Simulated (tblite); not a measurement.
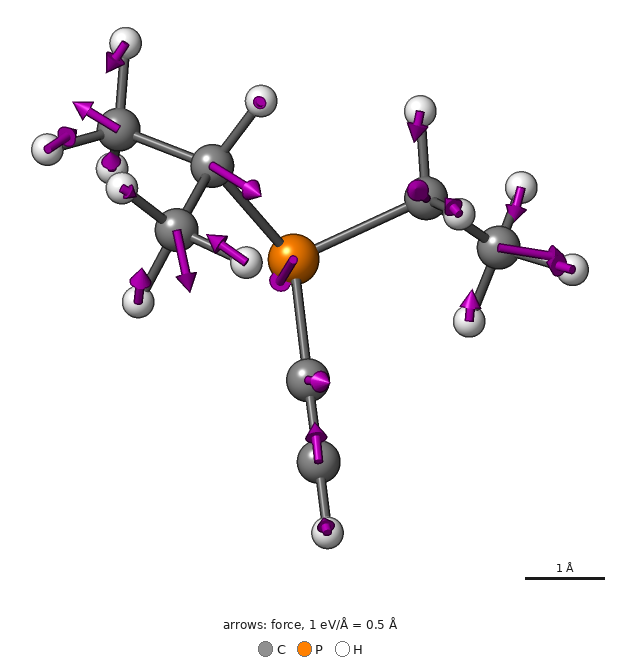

Starting geometry of C$_{7}$H$_{13}$P with the computed forces as purple arrows. The picture is a ball-and-stick view, seen at a tilt.

Method: GFN2-xTB geometry optimisation, gas phase (tblite 0.8.0). 

> What follows when this structure is relaxed?

It isn't relaxed: the largest force vector, on a C atom, is 2.59 eV/Å. The final displacements have little in common with the starting forces (cosine between the two patterns 0.16). The largest moves after the best rigid fit, 1.59 Å, are those of H atoms. By element the largest moves are H 1.59 Å, C 0.90 Å, P 0.28 Å. Some distances before and after: C–P 1.814 → 1.769 Å, C–H 1.134 → 1.089 Å, C–C 1.491 → 1.525 Å, C–H 1.116 → 1.094 Å. Bond angles that change, for instance: C–P–C 108.5° → 96.4°, C–P–C 105.9° → 96.7°, C–C–H 105.1° → 110.4°. Groups turn about C–P by about 55°, C–C by about 50°, C–C by about 50°. After 229 geometry steps the energy has fallen by 105.7 kJ/mol.
